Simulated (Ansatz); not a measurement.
Consider TaH$_{2}$Br$_{3}$.

The calculation's input:

```
crystal:
  lattice:
    - [3.3680425529, 0.0, 0.0]
    - [-1.6840212765, 2.9168104119, 0.0]
    - [0.0, 0.0, 13.1598814561]
  atoms:
    - { symbol: Ta, position: [0.3333333333, 0.6666666667, 0.1492759527] }
    - { symbol: H, position: [0.3333333333, 0.6666666667, 0.6596839693] }
    - { symbol: H, position: [0.6666666667, 0.3333333333, 0.1934592341] }
    - { symbol: Br, position: [0.6666666667, 0.3333333333, 1.0022326243] }
    - { symbol: Br, position: [0.6666666667, 0.3333333333, 0.6610430719] }
    - { symbol: Br, position: [0.3333333333, 0.6666666667, 0.3343041677] }
basis:
  ecutwfc: 420
kpoints:
  mp_grid: { grid: [12, 12, 4] }
  band_path:
    path:
      - [[0.0, 0.0, 0.0], [0.5, 0.0, 0.0], [0.33333333, 0.33333333, 0.0], [0.0, 0.0, 0.0], [0.0, 0.0, 0.5], [0.5, 0.0, 0.5], [0.33333333, 0.33333333, 0.5], [0.0, 0.0, 0.5]]
      - [[0.5, 0.0, 0.5], [0.5, 0.0, 0.0]]
      - [[0.33333333, 0.33333333, 0.5], [0.33333333, 0.33333333, 0.0]]
    npoints: 14
hamiltonian:
  xc: pbe
scf:
  occupations: { method: gaussian, width: 0.01 }
  n_extra_bands: 15
output:
  forces: true
  stress: true
  eigenvalues: true
  populations: true
  dos: { projected: true, de: 0.02, nscf_kmesh: { grid: [15, 15, 5] } }
  bader: true
  write_density: true
  write_potential: true
  elf: true
  volumetric_format: npy
```

Run with:

```sh
ansatz run input.yaml --threads 1 --pin off --max-ram 2560MiB --backend cpu --events-out ev --progress --plain --runs-dir out
```

Below, planes, directions and counts refer to the conventional cell (a = 3.37 Å, b = 3.37 Å, c = 13.16 Å, α = 90.00°, β = 90.00°, γ = 120.00°).

Space group P3m1; a structure generated by program, which may or may not match a known phase.

Computed with DFT PBE, scalar-relativistic, plane waves, PAW in Ansatz 0.2.0.

### Predict the valence pseudo-density and electron localisation function between the atoms.

Ta–Br (2.43 Å): ρ at the midpoint is about 0.64 e/Å³; the ELF is about 0.50 at the midpoint.
Bader's partition of the density gives Ta +1.39, H −0.49 to +0.26 and Br −0.53 to −0.27 e.

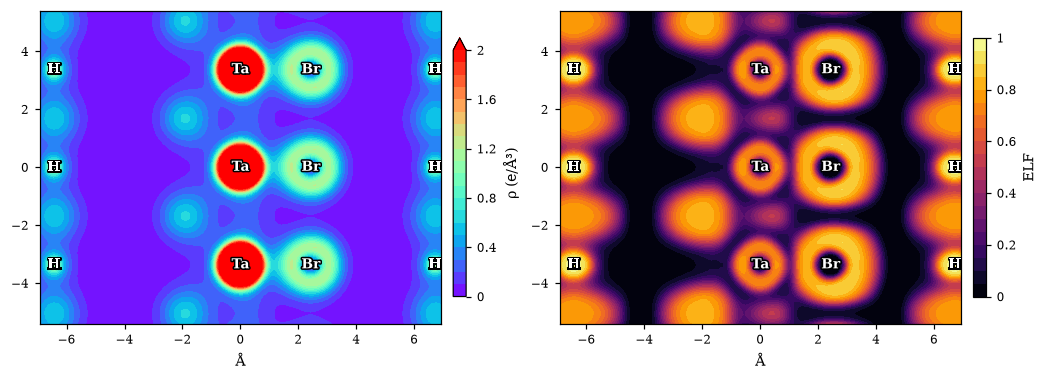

Computed valence pseudo-density and electron localisation function on the (11̄0) plane of the conventional cell, in this order. 

In a PAW calculation such maps are meaningful between the atoms, not at the nuclei.
